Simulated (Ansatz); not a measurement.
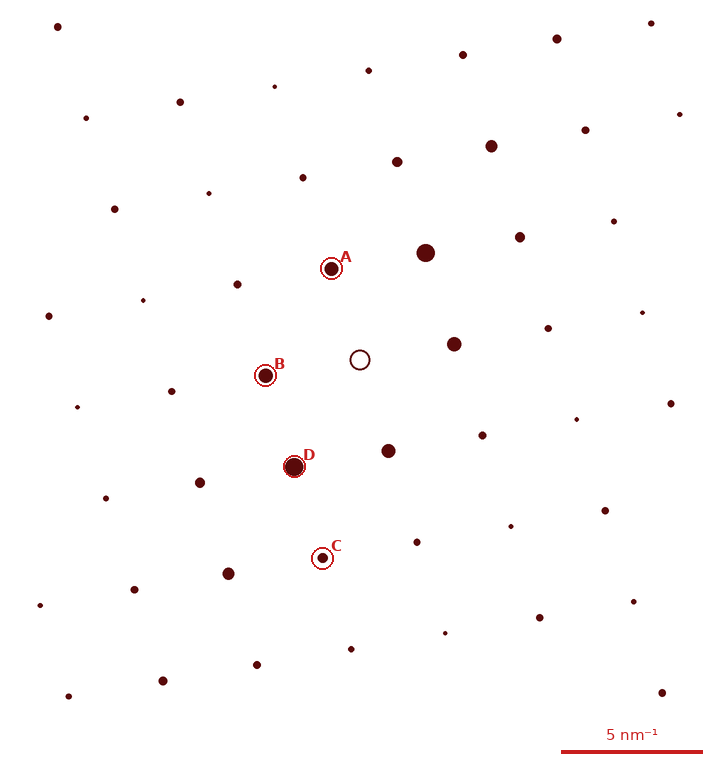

Simulated selected-area electron diffraction pattern (300 kV, kinematic approximation, thin crystal, B = 0.8 Å² for all atoms). The zone axis points towards the electron source and the pattern is seen from the source side.

The sample is Ga, space group Cmce (No. 64), a = 4.464 Å, b = 7.586 Å, c = 4.535 Å. Structure: the input geometry of an electronic-structure calculation (not necessarily at equilibrium).

```cif
data_structure
_symmetry_space_group_name_H-M 'Cmce'
_symmetry_Int_Tables_number 64
_cell_length_a 4.4637
_cell_length_b 7.5865
_cell_length_c 4.5346
_cell_angle_alpha 90.000
_cell_angle_beta 90.000
_cell_angle_gamma 90.000
_cell_volume 153.56
loop_
_atom_site_label
_atom_site_type_symbol
_atom_site_symmetry_multiplicity
_atom_site_Wyckoff_symbol
_atom_site_fract_x
_atom_site_fract_y
_atom_site_fract_z
_atom_site_occupancy
Ga1 Ga 8 f 0.50000 0.65577 0.08558 1
```

Spot A is indexed -1 -1 1 and spot B 1 -1 1.

Question: Give hkl for C, D.

Answer: C = −2A + B = 3 1 -1 (d = 1.390 Å). D = −A + B = 2 0 0 (d = 2.232 Å).

Question: Give [uvw].

Answer: The cross product of A and B is parallel to [011]; every spot obeys hu + kv + lw = 0.
